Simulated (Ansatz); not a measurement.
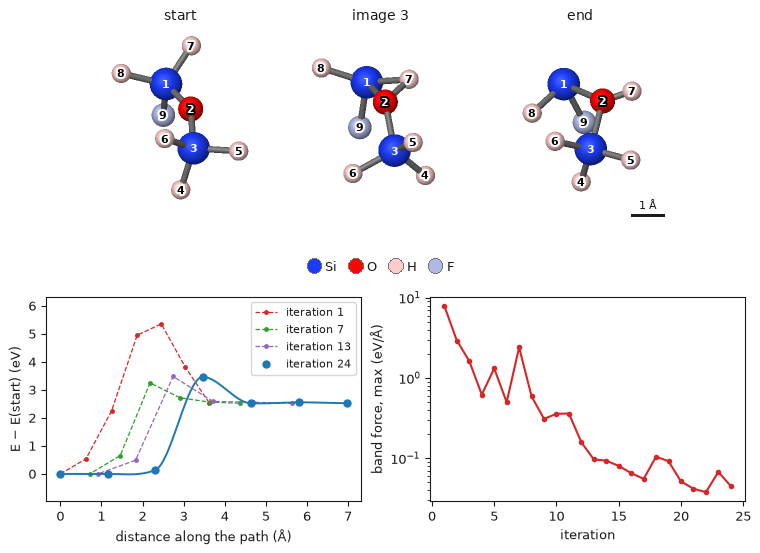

A search for the minimum-energy path of Si₂H₅OF by the nudged elastic band. Images are numbered from 0 (start) to 6 (end). The plot follows the band through its iterations. Style: ball-and-stick. Shown from a free direction.

Method: RKS PBE0/def2-SVP (Ansatz). Settings: 5 movable images; climbing image; force threshold 0.05 eV/Å; iteration limit 60; starting path through a guess of the saddle point.

How did the profile develop, and is the result final?

The run is converged, with reservations. The band converged in 24 iterations. The largest component of the band force went from 7.9 to 0.045 eV/Å. The climbing image converged on the top of the path. Its vibrational analysis gives one imaginary mode (1491i cm⁻¹), as a transition state must have. The first iteration put the highest image at 5.35 eV. Forward barrier 3.46 eV, backward barrier 0.94 eV, with image 3 at the top; the reaction energy is +2.52 eV.

The run took 3.4 min on 2 threads of Arm Neoverse V1 (shared host), peak memory 0.18 GiB.
